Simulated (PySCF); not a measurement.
# C4H11AlCl3N: what the fields show

| atom | x (Å) | y (Å) | z (Å) |
| --- | --- | --- | --- |
| C | -0.1041 | 1.3562 | -0.9492 |
| N | -0.6337 | 0.2246 | -0.1736 |
| C | -1.8730 | 0.6216 | 0.5112 |
| C | -0.8942 | -0.9236 | -1.0546 |
| Al | 0.6650 | -0.2975 | 1.3466 |
| C | 2.4239 | -0.8477 | 0.4971 |
| Cl | 3.4285 | -1.2672 | 1.9274 |
| Cl | 2.3220 | -2.2926 | -0.5628 |
| Cl | 3.2542 | 0.4574 | -0.4110 |
| H | -0.8377 | 1.6791 | -1.7079 |
| H | 0.8313 | 1.0616 | -1.4418 |
| H | 0.1127 | 2.1930 | -0.2717 |
| H | -2.2482 | -0.2211 | 1.1082 |
| H | -2.6425 | 0.9187 | -0.2222 |
| H | -1.6669 | 1.4665 | 1.1825 |
| H | -1.6486 | -0.6607 | -1.8159 |
| H | -1.2595 | -1.7680 | -0.4547 |
| H | 0.0371 | -1.2302 | -1.5477 |
| H | -0.1135 | -1.5488 | 1.9598 |
| H | 0.7870 | 1.1020 | 2.1037 |

Geometry: PBE0-D3(BJ)/def2-SVP.

All numbers below come from PBE0/pcSseg-1, SCF density, gas phase, non-relativistic (PySCF 2.14.0).

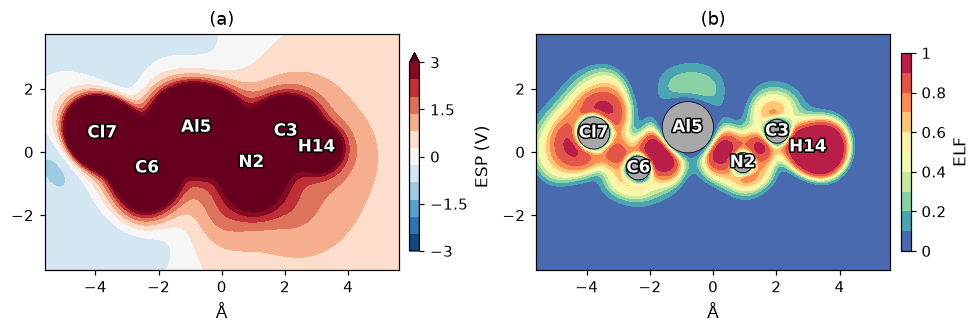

Figure 1. (a) electrostatic potential; (b) electron localisation function on the plane of atoms Al5, C6 and Cl7. Grey discs cover the atomic cores in the ELF map.

### Describe what can be read from this map.

- The plane passes through N, C, Al, Cl and H nuclei.
- C–N (1.47 Å): the ELF peaks at about 0.95 between the atoms (a covalent bond).
- C–Cl (1.80 Å): the ELF peaks at about 0.85 between the atoms, as expected for a covalent bond.
- C–Al (2.03 Å): the ELF peaks at about 1 between the atoms: a polar covalent bond.
- Al–N (2.07 Å): the ELF peaks at about 0.95 in the valence shell of N, 0.7 Å from its nucleus, and is about 0.80 at the midpoint.
- C–H (1.10 Å): the ELF climbs to about 1 towards the hydrogen, as it does in any bond to H: a covalent bond by its length.
- The ELF also peaks beside Cl7, away from the bonds: lone-pair regions.
- Outside the dense part of the molecule the potential is most negative (−0.9 V) near Cl7.

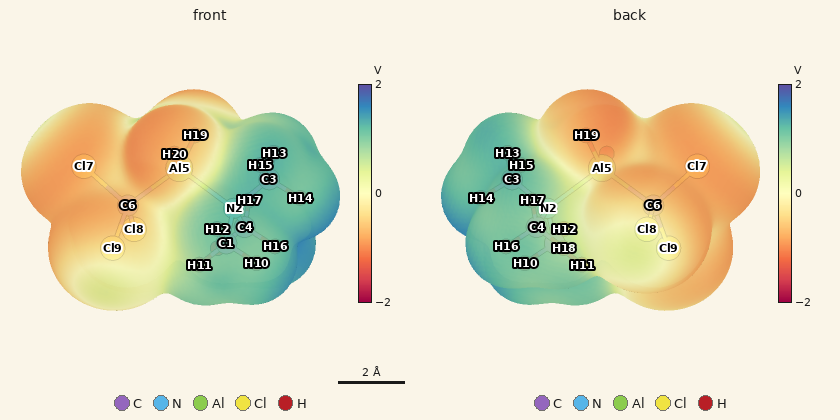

Figure 2. The molecular electrostatic potential painted on the density surface at 0.002 e/bohr³, seen from the front and from behind; red is negative and blue positive.

### Where is the surface potential most negative and most positive?

The most negative region (about −1.0 V, or −23 kcal/mol for a unit charge) lies over H19 and H20, the most positive (about +1.6 V, or +37 kcal/mol for a unit charge) over H10, H14 and H16. Cl7 shows a σ-hole: about +0.2 V at the tip opposite its bond, against about −0.8 V, or −18 kcal/mol for a unit charge on its flanks. Cl8 shows a σ-hole: about +0.4 V, or +9 kcal/mol for a unit charge at the tip opposite its bond, against about −0.5 V, or −12 kcal/mol for a unit charge on its flanks. Cl9 shows a σ-hole: about +0.4 V, or +9 kcal/mol for a unit charge at the tip opposite its bond, against about −0.5 V, or −12 kcal/mol for a unit charge on its flanks.

### What dipole moment does the calculation give?

Its dipole moment is 6.71 D.
